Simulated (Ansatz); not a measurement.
**BHLYP/cc-pVTZ run of CH3Al (SMILES C[Al])**

Aim: the vertical ionisation energy of CH3Al at BHLYP/cc-pVTZ, from 2 runs. 

Program for the calculation: Ansatz 0.2.0.

68 further runs of the same task are left out: 68 set aside as unsound or not needed.

## (1) The system as given

CH3Al has 5 atoms, charge 0, and is taken as a singlet. As SMILES, `C[Al]`. The shape is that of a PBE0-D4/def2-TZVP optimisation.

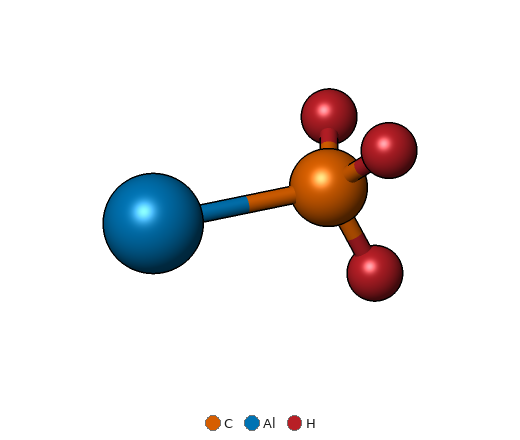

Viewed from a chosen angle; carbon orange, aluminium blue, hydrogen red.

## (2) A single-point energy at BHLYP/cc-pVTZ

Input file input.yaml:

```yaml
crystal:
  periodic: [false, false, false]
  atoms:
    - {symbol: C, position_ang: [-0.131220, -0.057510, 0.054000]}
    - {symbol: Al, position_ang: [1.572690, 0.689240, -0.647230]}
    - {symbol: H, position_ang: [-0.230740, -1.127460, -0.171770]}
    - {symbol: H, position_ang: [-0.205100, 0.049890, 1.144270]}
    - {symbol: H, position_ang: [-1.005630, 0.445840, -0.379270]}
basis:
  gaussian:
    orbitals: cc-pVTZ
hamiltonian:
  xc: {name: BHLYP}
accuracy: high
output: {orbitals: {seedname: orbitals}}
```

On the command line:

```sh
ansatz run input.yaml --threads 1 --pin off --max-ram 3480MiB --events-out events.jsonl --progress --plain --runs-dir runs
```

Output:

```text
Warning: RAYON_NUM_THREADS=1 ignored (pool sized by the plan → 1); use --threads N
Functional definition: BHLYP
  name "BHLYP"
  parameter a = 0.5
  exchange = (1 - a)*b88_x + a*exact_x
  correlation = lyp_c
1819 factors; integrals over basis functions are off by at most 3.2e-9 eV
mean field evaluation 1: about -7676.7984 eV, gradient 4.6e1 eV
mean field evaluation 2: about -7676.8290 eV, gradient 4.3e1 eV
mean field evaluation 4: about -7681.9127 eV, gradient 2.2e-1 eV
mean field evaluation 8: about -7681.9127 eV, gradient 8.6e-3 eV
mean field evaluation 16: about -7681.9127 eV, gradient 1.5e-6 eV
mean field -7681.91268391 eV, -282.3050841464 hartree, gradient 1.7e-8 eV, S^2 0.000000; 0 other end points of the search recorded, 0 dependent functions left out
reference -7681.91270542 eV, -282.3050849369 hartree; 11, 11 occupied and 95, 95 virtual orbitals, 1819 factors
Total energy: -7681.91270542 eV, -282.3050849369 hartree
```

Wall time 3 s (1 thread of Intel Xeon 6975P-C (Granite Rapids), shared host); peak memory 0.28 GiB.

## (3) The doublet cation, same level

Edit input.yaml of step 2 so:

```diff
@@ -11,2 +11,6 @@
     orbitals: cc-pVTZ
+total_charge: 1
+magnetization:
+  spin_polarized: true
+  initial_magnetization: 1
 hamiltonian:
```

On the command line:

```sh
ansatz run input.yaml --threads 1 --pin off --max-ram 3480MiB --events-out events.jsonl --progress --plain --runs-dir runs
```

Output:

```text
Warning: RAYON_NUM_THREADS=1 ignored (pool sized by the plan → 1); use --threads N
[... 5 set-up lines as earlier in the session ...]
1819 factors; integrals over basis functions are off by at most 3.2e-9 eV
mean field evaluation 1: about -7661.0739 eV, gradient 5.1e1 eV
mean field evaluation 2: about -7654.3342 eV, gradient 5.4e1 eV
mean field evaluation 4: about -7674.2284 eV, gradient 1.2e0 eV
mean field evaluation 8: about -7674.2759 eV, gradient 5.2e-2 eV
mean field evaluation 16: about -7674.2760 eV, gradient 1.6e-4 eV
mean field -7674.27599877 eV, -282.0244411435 hartree, gradient 2.7e-8 eV, S^2 0.762779; 0 other end points of the search recorded, 0 dependent functions left out
reference -7674.27602122 eV, -282.0244419686 hartree; 11, 10 occupied and 95, 96 virtual orbitals, 1819 factors
Total energy: -7674.27602122 eV, -282.0244419686 hartree
```

Wall time 5.4 s (1 thread of Intel Xeon 6975P-C (Granite Rapids), shared host); peak memory 0.35 GiB.

## (4) What came out

At BHLYP/cc-pVTZ:

```
                                          quantity          value
                       singlet CH3Al: total energy  -282.30508 Eh
                        singlet CH3Al: HOMO energy       -6.38 eV
                        singlet CH3Al: LUMO energy       -0.57 eV
                      singlet CH3Al: HOMO–LUMO gap        5.82 eV
                      doublet cation: total energy  -282.02444 Eh
doublet cation: HOMO energy (highest over α and β)      -14.12 eV
 doublet cation: LUMO energy (lowest over α and β)       -8.93 eV
                              doublet cation: ⟨S²⟩          0.763
vertical ionisation energy (to the doublet cation)       7.637 eV
```

The vertical ionisation energy comes to 7.64 eV (737 kJ/mol). The negative HOMO energy of the first species, 6.38 eV, lies 1.26 eV below that difference.
